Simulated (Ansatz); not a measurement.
The starting structures come from a database of crystals and need not be the phases stable at ambient conditions.

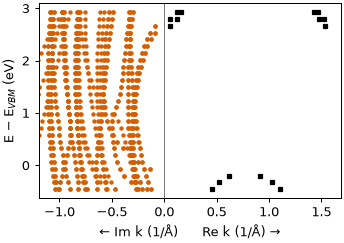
*Complex bands at the centre of the two-dimensional zone; r2SCAN run with Ansatz (a program for electronic structure)*

No gap correction and no spin-orbit coupling; mid-gap values are interpolated between computed energies.

Problem. This is Li2CaTa2O7 (I4/mmm, not sure to be the ambient phase, 12 atoms a cell, 12.1 Å³ an atom, -6 GPa at this level) along the normal of (100). Read off the slowest decay at the centre of the two-dimensional zone at 1.36 eV, the computed energy nearest the middle of the gap.

Solution. κ ≈ 0.27 1/Å, a decay length 1/(2κ) of the density of 1.9 Å.
